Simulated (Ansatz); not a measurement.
# CH₄GaNO: a spread of methods and bases

Aim: run CH₄GaNO under a spread of inputs, and see what each costs and gives.

Computed with Ansatz 0.2.0, Gaussian basis. Level: the settings change from run to run.

## 1. The molecule

The geometry comes from an earlier relaxation with PBE0-D4 in a triple-zeta def2 set; it is a stationary point, not always the lowest conformer.

8 atoms, charge 0, spin multiplicity 1.

Atoms are counted from 1 here; the program's logs count them from 0.

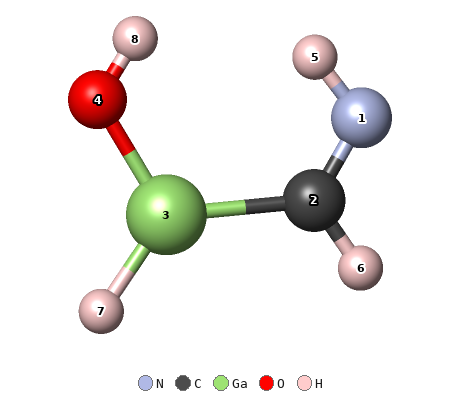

The structure; nitrogen light blue, carbon dark grey, gallium green, oxygen red, hydrogen pink; atoms are numbered from 1 in the order of the file.

## 2. SVWN5/cc-pVTZ-DK

Set apart from the defaults: charge +1, multiplicity 2, a grid of angular degree 23.

in.yaml reads:

```yaml
crystal:
  periodic: [false, false, false]
  atoms:
    - {symbol: N, position_ang: [-1.616989, -0.877965, -0.102834]}
    - {symbol: C, position_ang: [-1.154475, 0.303185, -0.155306]}
    - {symbol: Ga, position_ang: [0.769415, 0.801194, 0.019654]}
    - {symbol: O, position_ang: [1.908590, -0.562625, 0.218795]}
    - {symbol: H, position_ang: [-0.879519, -1.571928, 0.041704]}
    - {symbol: H, position_ang: [-1.904346, 1.089232, -0.308288]}
    - {symbol: H, position_ang: [1.439801, 2.205368, 0.013768]}
    - {symbol: H, position_ang: [1.529823, -1.443459, 0.216708]}
basis:
  gaussian: {orbitals: cc-pVTZ-DK, final_grid: {core_spheres: 8, valence_spheres: 7, degree: 23}}
total_charge: 1
magnetization: {spin_polarized: true, initial_magnetization: 1}
hamiltonian: {xc: {name: SVWN5}}
```

Run with:

```bash
ansatz run in.yaml --threads 2 --pin off --events-out ev --progress --plain --max-ram 4352MiB
```

The program printed:

```text
Functional definition: SVWN5
  name "SVWN5"
  cite "Dirac, Proc. Camb. Phil. Soc. 26, 376 (1930) doi:10.1017/S0305004100016108"
  cite "Slater, Phys. Rev. 81, 385 (1951) doi:10.1103/PhysRev.81.385"
  cite "Vosko, Wilk & Nusair, Can. J. Phys. 58, 1200 (1980) doi:10.1139/p80-159"
  exchange = slater_x
  correlation = vwn5_c
1120 factors; their error is unknown
mean field evaluation 1: about -57373.9515 eV, gradient 9.2e1 eV
mean field evaluation 2: about -57079.8035 eV, gradient 2.1e2 eV
mean field evaluation 4: about -57381.9569 eV, gradient 7.2e1 eV
mean field evaluation 8: about -57407.5594 eV, gradient 1.8e0 eV
mean field evaluation 16: about -57407.5597 eV, gradient 4.1e-3 eV
mean field evaluation 32: about -57404.9570 eV, gradient 6.9e0 eV
mean field -57407.55970234 eV, -2109.6889068194 hartree, gradient 2.5e-5 eV, S^2 0.751848; 4 other end points of the search recorded, 0 dependent functions left out
reference -57407.55973929 eV, -2109.6889081775 hartree; 28, 27 occupied and 161, 162 virtual orbitals, 1120 factors
Total energy: -57407.55973929 eV, -2109.6889081775 hartree
Relativity: scalar
```

It took 3.3 s on 2 threads of Arm Neoverse V1, shared host.

⟨S²⟩ 0.752.

## 3. PBE0/STO-3G

Options: D3(BJ) with three-body dispersion.

Edit in.yaml of step 2 so:

```diff
@@ -12,5 +12,4 @@
 basis:
-  gaussian: {orbitals: cc-pVTZ-DK, final_grid: {core_spheres: 8, valence_spheres: 7, degree: 23}}
-total_charge: 1
-magnetization: {spin_polarized: true, initial_magnetization: 1}
-hamiltonian: {xc: {name: SVWN5}}
+  gaussian: {orbitals: STO-3G}
+hamiltonian: {xc: {name: PBE0}, dispersion: d3bjatm}
+output: {forces: true}
```

Launched as before.

The program printed:

```text
Functional definition: PBE0
  name "PBE0"
  cite "Adamo & Barone, J. Chem. Phys. 110, 6158 (1999) doi:10.1063/1.478522"
  cite "Perdew, Burke & Ernzerhof, Phys. Rev. Lett. 77, 3865 (1996) doi:10.1103/PhysRevLett.77.3865"
  parent pbe
  parameter a = 0.25
  parameter kappa = 0.804
  parameter beta = 0.06672455060314922
  exchange = (1 - a)*pbe_x(kappa = kappa, mu = beta*pi^2/3) + a*exact_x
  correlation = pbe_c(beta = beta)
443 factors; integrals over basis functions are off by at most 9.8e-5 eV
mean field evaluation 1: about -55433.7412 eV, gradient 5.4e2 eV
mean field evaluation 2: about -55908.3252 eV, gradient 1.5e2 eV
mean field evaluation 4: about -56033.3351 eV, gradient 2.5e2 eV
mean field evaluation 8: about -56324.9521 eV, gradient 2.7e1 eV
mean field evaluation 16: about -56328.4969 eV, gradient 2.6e-1 eV
mean field evaluation 32: about -56328.3868 eV, gradient 2.4e0 eV
mean field -56328.49764694 eV, -2070.0341076981 hartree, gradient 1.2e-5 eV, S^2 0.000000; 4 other end points of the search recorded, 0 dependent functions left out
the calculation of the forces begins
reference -56328.49766314 eV, -2070.0341082932 hartree; 28, 28 occupied and 9, 9 virtual orbitals, 443 factors
Total energy: -56328.61475973 eV, -2070.0384115136 hartree
Atom 0 at    -1.616989    -0.877965    -0.102834 Å, force    -3.634401    -1.749928    -0.241397 eV/Å
Atom 1 at    -1.154475     0.303185    -0.155306 Å, force     4.682332     3.051274     0.249189 eV/Å
Atom 2 at     0.769415     0.801194     0.019654 Å, force     1.284739    -1.560953     0.222056 eV/Å
Atom 3 at     1.908590    -0.562625     0.218795 Å, force    -1.198902     6.976710    -0.476397 eV/Å
Atom 4 at    -0.879519    -1.571928     0.041704 Å, force     1.841425    -1.334770     0.321686 eV/Å
Atom 5 at    -1.904346     1.089232    -0.308288 Å, force    -0.208318     0.288135    -0.054616 eV/Å
Atom 6 at     1.439801     2.205368     0.013768 Å, force    -0.974479    -2.876438     0.058753 eV/Å
Atom 7 at     1.529823    -1.443459     0.216708 Å, force    -1.792396    -2.794031    -0.079274 eV/Å
Dipole moment:     0.311575    -0.155194     0.035812 e Å
```

Run time: 1.7 s. Hardware: 2 threads of Arm Neoverse V1, shared host.

Largest force 7.095 eV/Å, dipole 1.68 D.

## 4. PBE/6-31G

Set apart from the defaults: charge +1, multiplicity 2, atoms shaken by 0.08 Å, D3(BJ) dispersion.

in.yaml reads:

```yaml
crystal:
  periodic: [false, false, false]
  atoms:
    - {symbol: N, position_ang: [-1.641873, -0.893650, -0.140971]}
    - {symbol: C, position_ang: [-0.965628, 0.304040, -0.150517]}
    - {symbol: Ga, position_ang: [0.797290, 0.810486, 0.099177]}
    - {symbol: O, position_ang: [1.958009, -0.487752, 0.120027]}
    - {symbol: H, position_ang: [-0.917466, -1.617013, -0.045778]}
    - {symbol: H, position_ang: [-1.963231, 1.167775, -0.314164]}
    - {symbol: H, position_ang: [1.308215, 2.304265, 0.141334]}
    - {symbol: H, position_ang: [1.568675, -1.519522, 0.257496]}
basis:
  gaussian: {orbitals: 6-31G}
total_charge: 1
magnetization: {spin_polarized: true, initial_magnetization: 1}
hamiltonian: {xc: {name: PBE}, dispersion: d3bj}
output: {forces: true}
```

Same command.

The program printed:

```text
Functional definition: PBE
  name "PBE"
  cite "Perdew, Burke & Ernzerhof, Phys. Rev. Lett. 77, 3865 (1996) doi:10.1103/PhysRevLett.77.3865"
  parent pbe
  parameter kappa = 0.804
  parameter beta = 0.06672455060314922
  exchange = pbe_x(kappa = kappa, mu = beta*pi^2/3)
  correlation = pbe_c(beta = beta)
718 factors; integrals over basis functions are off by at most 5.0e-4 eV
mean field evaluation 1: about -56953.5401 eV, gradient 7.9e1 eV
mean field evaluation 2: about -56705.0043 eV, gradient 1.8e2 eV
mean field evaluation 4: about -56969.1363 eV, gradient 5.2e1 eV
mean field evaluation 8: about -56982.1793 eV, gradient 1.7e0 eV
mean field evaluation 16: about -56982.1835 eV, gradient 7.9e-3 eV
mean field evaluation 32: about -56980.7914 eV, gradient 4.8e0 eV
mean field -56982.18348458 eV, -2094.0566191470 hartree, gradient 2.7e-5 eV, S^2 0.754137; 3 other end points of the search recorded, 0 dependent functions left out
the calculation of the forces begins
reference -56982.18353068 eV, -2094.0566208413 hartree; 28, 27 occupied and 36, 37 virtual orbitals, 718 factors
Total energy: -56982.31664273 eV, -2094.0615126189 hartree
Atom 0 at    -1.641873    -0.893650    -0.140971 Å, force     4.825885     5.120105     0.181017 eV/Å
Atom 1 at    -0.965628     0.304040    -0.150517 Å, force   -10.072961    -2.862841    -0.943593 eV/Å
Atom 2 at     0.797290     0.810486     0.099177 Å, force     2.578369     2.901800     0.298935 eV/Å
Atom 3 at     1.958009    -0.487752     0.120027 Å, force    -1.292594    -4.652375     0.470872 eV/Å
Atom 4 at    -0.917466    -1.617013    -0.045778 Å, force    -0.793031    -1.867615    -0.022148 eV/Å
Atom 5 at    -1.963231     1.167775    -0.314164 Å, force     3.122141    -1.408730     0.384607 eV/Å
Atom 6 at     1.308215     2.304265     0.141334 Å, force    -0.345679    -0.327979     0.028031 eV/Å
Atom 7 at     1.568675    -1.519522     0.257496 Å, force     1.977870     3.097634    -0.397721 eV/Å
Dipole moment:    -0.653806    -0.295765     0.025067 e Å
```

Wall time 3 s (2 threads of Arm Neoverse V1, shared host).

Largest force 10.514 eV/Å, ⟨S²⟩ 0.754.

## 5. revPBE/6-31G*

Options: D4 dispersion, high accuracy.

in.yaml reads:

```yaml
crystal:
  periodic: [false, false, false]
  atoms:
    - {symbol: N, position_ang: [-1.616989, -0.877965, -0.102834]}
    - {symbol: C, position_ang: [-1.154475, 0.303185, -0.155306]}
    - {symbol: Ga, position_ang: [0.769415, 0.801194, 0.019654]}
    - {symbol: O, position_ang: [1.908590, -0.562625, 0.218795]}
    - {symbol: H, position_ang: [-0.879519, -1.571928, 0.041704]}
    - {symbol: H, position_ang: [-1.904346, 1.089232, -0.308288]}
    - {symbol: H, position_ang: [1.439801, 2.205368, 0.013768]}
    - {symbol: H, position_ang: [1.529823, -1.443459, 0.216708]}
basis:
  gaussian: {orbitals: "6-31G*"}
hamiltonian: {xc: {name: revPBE}, dispersion: d4}
accuracy: high
output: {forces: true}
```

Launched as before.

The program printed:

```text
Functional definition: revPBE
  name "revPBE"
  cite "Zhang & Yang, Phys. Rev. Lett. 80, 890 (1998) doi:10.1103/PhysRevLett.80.890"
  cite "Perdew, Burke & Ernzerhof, Phys. Rev. Lett. 77, 3865 (1996) doi:10.1103/PhysRevLett.77.3865"
  parameter kappa = 1.245
  parameter beta = 0.06672455060314922
  exchange = pbe_x(kappa = kappa, mu = beta*pi^2/3)
  correlation = pbe_c(beta = beta)
1857 factors; integrals over basis functions are off by at most 4.4e-9 eV
mean field evaluation 1: about -56992.1143 eV, gradient 7.9e1 eV
mean field evaluation 2: about -56902.9604 eV, gradient 2.0e2 eV
mean field evaluation 4: about -57003.1174 eV, gradient 1.9e1 eV
mean field evaluation 8: about -57003.8861 eV, gradient 3.1e-1 eV
mean field evaluation 16: about -57003.8840 eV, gradient 1.4e-5 eV
mean field -57003.88398068 eV, -2094.8540976698 hartree, gradient 7.6e-8 eV, S^2 0.000000; 0 other end points of the search recorded, 0 dependent functions left out
the calculation of the forces begins
reference -57003.88398629 eV, -2094.8540978760 hartree; 28, 28 occupied and 60, 60 virtual orbitals, 1857 factors
Total energy: -57004.30470000 eV, -2094.8695588197 hartree
Atom 0 at    -1.616989    -0.877965    -0.102834 Å, force    -1.081715    -0.986204    -0.033094 eV/Å
Atom 1 at    -1.154475     0.303185    -0.155306 Å, force     0.529817     0.926694    -0.023670 eV/Å
Atom 2 at     0.769415     0.801194     0.019654 Å, force    -0.366408     0.386630    -0.067953 eV/Å
Atom 3 at     1.908590    -0.562625     0.218795 Å, force     0.982453     0.325884     0.099127 eV/Å
Atom 4 at    -0.879519    -1.571928     0.041704 Å, force     0.499315    -0.387897     0.088892 eV/Å
Atom 5 at    -1.904346     1.089232    -0.308288 Å, force    -0.224435     0.298961    -0.051641 eV/Å
Atom 6 at     1.439801     2.205368     0.013768 Å, force     0.166987     0.220486     0.007825 eV/Å
Atom 7 at     1.529823    -1.443459     0.216708 Å, force    -0.506015    -0.784554    -0.019486 eV/Å
Dipole moment:    -0.015954    -0.005737    -0.007429 e Å
```

Run time: 4.8 s. Hardware: 2 threads of Arm Neoverse V1, shared host.

Largest force 1.464 eV/Å, dipole 0.09 D.

## 6. PBE0-DH/STO-3G

Options: multiplicity 3.

Edit in.yaml of step 5 so:

```diff
@@ -12,5 +12,5 @@
 basis:
-  gaussian: {orbitals: "6-31G*"}
-hamiltonian: {xc: {name: revPBE}, dispersion: d4}
-accuracy: high
+  gaussian: {orbitals: STO-3G}
+magnetization: {spin_polarized: true, initial_magnetization: 2}
+hamiltonian: {xc: {name: PBE0-DH}}
 output: {forces: true}
```

The command is unchanged.

The program printed:

```text
Functional definition: PBE0-DH
  name "PBE0-DH"
  cite "Brémond & Adamo, J. Chem. Phys. 135, 024106 (2011) doi:10.1063/1.3604569"
  cite "Perdew, Burke & Ernzerhof, Phys. Rev. Lett. 77, 3865 (1996) doi:10.1103/PhysRevLett.77.3865"
  parameter a = 1/2
  parameter c = 1/8
  exchange = (1 - a)*pbe_x + a*exact_x
  correlation = (1 - c)*pbe_c + c*(mp2_os + mp2_ss)
443 factors; integrals over basis functions are off by at most 9.8e-5 eV
mean field evaluation 1: about -55919.8335 eV, gradient 2.8e2 eV
mean field evaluation 2: about -55919.9772 eV, gradient 2.8e2 eV
mean field evaluation 4: about -55533.4450 eV, gradient 1.5e2 eV
mean field evaluation 8: about -56317.0960 eV, gradient 2.0e1 eV
mean field evaluation 16: about -56322.0403 eV, gradient 1.4e1 eV
mean field evaluation 32: about -56324.7407 eV, gradient 2.1e-4 eV
mean field evaluation 64: about -56324.7396 eV, gradient 5.4e-2 eV
mean field evaluation 96: about -56324.6854 eV, gradient 1.9e0 eV
mean field evaluation 128: about -56265.8262 eV, gradient 1.0e2 eV
mean field evaluation 160: about -56312.0563 eV, gradient 1.6e1 eV
mean field -56324.74071800 eV, -2069.8960431060 hartree, gradient 1.7e-7 eV, S^2 2.044208; 6 other end points of the search recorded, 0 dependent functions left out
12 core orbitals not correlated: weight in the atoms' cores, before any rotation towards them, 0.999 or more for the frozen orbitals, at most 0.000 for the correlated occupied ones
reference -56324.74072908 eV, -2069.8960435131 hartree; 17, 15 occupied and 8, 10 virtual orbitals, 443 factors
second order -7.14682268 eV of doubles, -0.00000000 eV of singles
the calculation of the forces begins
Total energy: -56325.63408191 eV, -2069.9288736243 hartree
Atom 0 at    -1.616989    -0.877965    -0.102834 Å, force    -3.008250    -1.592147    -0.214295 eV/Å
Atom 1 at    -1.154475     0.303185    -0.155306 Å, force     2.553835     2.463442     0.093076 eV/Å
Atom 2 at     0.769415     0.801194     0.019654 Å, force    -0.341011     0.088853    -0.066498 eV/Å
Atom 3 at     1.908590    -0.562625     0.218795 Å, force     1.133111     3.096444    -0.005520 eV/Å
Atom 4 at    -0.879519    -1.571928     0.041704 Å, force     1.513983    -1.197244     0.278742 eV/Å
Atom 5 at    -1.904346     1.089232    -0.308288 Å, force     0.132759     0.328288    -0.012810 eV/Å
Atom 6 at     1.439801     2.205368     0.013768 Å, force    -0.487750    -1.045533     0.003186 eV/Å
Atom 7 at     1.529823    -1.443459     0.216708 Å, force    -1.496678    -2.142102    -0.075881 eV/Å
Dipole moment:     0.237456    -0.056744     0.023575 e Å
```

Wall time 18 s (2 threads of Arm Neoverse V1, shared host).

Largest force 3.550 eV/Å, dipole 1.18 D, ⟨S²⟩ 2.044.

## 7. B3LYP/aug-cc-pVTZ

Options: charge -1, multiplicity 2, density fitting with cc-pVTZ-jkfit, D4 dispersion.

Edit in.yaml of step 6 so:

```diff
@@ -12,5 +12,5 @@
 basis:
-  gaussian: {orbitals: STO-3G}
-magnetization: {spin_polarized: true, initial_magnetization: 2}
-hamiltonian: {xc: {name: PBE0-DH}}
-output: {forces: true}
+  gaussian: {orbitals: aug-cc-pVTZ, fitting: {mean_field: cc-pVTZ-jkfit}}
+total_charge: -1
+magnetization: {spin_polarized: true, initial_magnetization: 1}
+hamiltonian: {xc: {name: B3LYP}, dispersion: d4}
```

Same command.

The program printed:

```text
Functional definition: B3LYP
  name "B3LYP"
  cite "Stephens, Devlin, Chabalowski & Frisch, J. Phys. Chem. 98, 11623 (1994) doi:10.1021/j100096a001"
  cite "Becke, Phys. Rev. A 38, 3098 (1988) doi:10.1103/PhysRevA.38.3098"
  cite "Lee, Yang & Parr, Phys. Rev. B 37, 785 (1988) doi:10.1103/PhysRevB.37.785"
  cite "Vosko, Wilk & Nusair, Can. J. Phys. 58, 1200 (1980) doi:10.1139/p80-159"
  parameter a0 = 0.2
  parameter ax = 0.72
  parameter ac = 0.81
  exchange = (1 - a0 - ax)*slater_x + ax*b88_x + a0*exact_x
  correlation = (1 - ac)*vwn_rpa_c + ac*lyp_c
564 factors; integrals over basis functions are off by at most 7.3e-1 eV
mean field evaluation 1: about -57012.5124 eV, gradient 4.6e1 eV
mean field evaluation 2: about -56906.2542 eV, gradient 1.2e2 eV
mean field evaluation 4: about -57021.2482 eV, gradient 9.3e0 eV
mean field evaluation 8: about -57021.7193 eV, gradient 7.5e-1 eV
mean field evaluation 16: about -57021.7241 eV, gradient 1.0e-3 eV
mean field evaluation 32: about -57021.7241 eV, gradient 8.6e-6 eV
mean field evaluation 64: about -57021.0147 eV, gradient 1.1e0 eV
mean field -57021.72406521 eV, -2095.5097086839 hartree, gradient 8.6e-6 eV, S^2 0.754064; 10 other end points of the search recorded, 0 dependent functions left out
reference -57021.72434796 eV, -2095.5097190744 hartree; 29, 28 occupied and 260, 261 virtual orbitals, 564 factors
Total energy: -57022.00173992 eV, -2095.5199130411 hartree
```

It took 58 s on 2 threads of Arm Neoverse V1, shared host; peak memory 1 GiB.

⟨S²⟩ 0.754.

## 8. wPBEh/aug-cc-pVDZ

Edit in.yaml of step 7 so:

```diff
@@ -12,5 +12,4 @@
 basis:
-  gaussian: {orbitals: aug-cc-pVTZ, fitting: {mean_field: cc-pVTZ-jkfit}}
-total_charge: -1
-magnetization: {spin_polarized: true, initial_magnetization: 1}
-hamiltonian: {xc: {name: B3LYP}, dispersion: d4}
+  gaussian: {orbitals: aug-cc-pVDZ}
+hamiltonian: {xc: {name: wPBEh}}
+output: {forces: true}
```

The command is unchanged.

The program printed:

```text
Functional definition: wPBEh
  name "wPBEh"
  cite "Heyd, Scuseria & Ernzerhof, J. Chem. Phys. 118, 8207 (2003) doi:10.1063/1.1564060"
  cite "Krukau, Vydrov, Izmaylov & Scuseria, J. Chem. Phys. 125, 224106 (2006) doi:10.1063/1.2404663"
  cite "Heyd & Scuseria, J. Chem. Phys. 120, 7274 (2004) doi:10.1063/1.1668634"
  cite "Ernzerhof & Perdew, J. Chem. Phys. 109, 3313 (1998) doi:10.1063/1.476928"
  cite "Perdew, Burke & Ernzerhof, Phys. Rev. Lett. 77, 3865 (1996) doi:10.1103/PhysRevLett.77.3865"
  parent pbe
  parameter a = 0.25
  parameter omega = 0.11/bohr
  exchange = wpbe_x - a*pbe_x_sr(omega) + a*exact_x_sr(omega)
  correlation = pbe_c
1431 factors; integrals over basis functions are off by at most 8.1e-4 eV
190 factors; integrals over basis functions are off by at most 1.1e-6 eV
mean field evaluation 1: about -56993.3626 eV, gradient 7.5e1 eV
mean field evaluation 2: about -56949.0514 eV, gradient 1.5e2 eV
mean field evaluation 4: about -57004.5577 eV, gradient 1.1e1 eV
mean field evaluation 8: about -57004.8914 eV, gradient 9.2e-1 eV
mean field evaluation 16: about -57004.8932 eV, gradient 8.9e-5 eV
mean field -57004.89318622 eV, -2094.8911852891 hartree, gradient 1.8e-5 eV, S^2 0.000000; 0 other end points of the search recorded, 0 dependent functions left out
the calculation of the forces begins
reference -57004.89325103 eV, -2094.8911876709 hartree; 28, 28 occupied and 113, 113 virtual orbitals, 1431 factors
Total energy: -57004.89325103 eV, -2094.8911876709 hartree
Atom 0 at    -1.616989    -0.877965    -0.102834 Å, force    -0.291231    -0.421979     0.004562 eV/Å
Atom 1 at    -1.154475     0.303185    -0.155306 Å, force     0.273733     0.321771     0.002110 eV/Å
Atom 2 at     0.769415     0.801194     0.019654 Å, force    -0.197576     0.291644    -0.037999 eV/Å
Atom 3 at     1.908590    -0.562625     0.218795 Å, force     0.279209    -0.172740     0.040231 eV/Å
Atom 4 at    -0.879519    -1.571928     0.041704 Å, force     0.099394    -0.094811     0.019313 eV/Å
Atom 5 at    -1.904346     1.089232    -0.308288 Å, force    -0.150300     0.177490    -0.032264 eV/Å
Atom 6 at     1.439801     2.205368     0.013768 Å, force     0.019983     0.005722     0.002013 eV/Å
Atom 7 at     1.529823    -1.443459     0.216708 Å, force    -0.033211    -0.107096     0.002035 eV/Å
Dipole moment:    -0.008876     0.137103    -0.016233 e Å
```

Run time: 5.5 s. Hardware: 2 threads of Arm Neoverse V1, shared host.

Largest force 0.513 eV/Å, dipole 0.66 D.

[end of part 1 of 2]
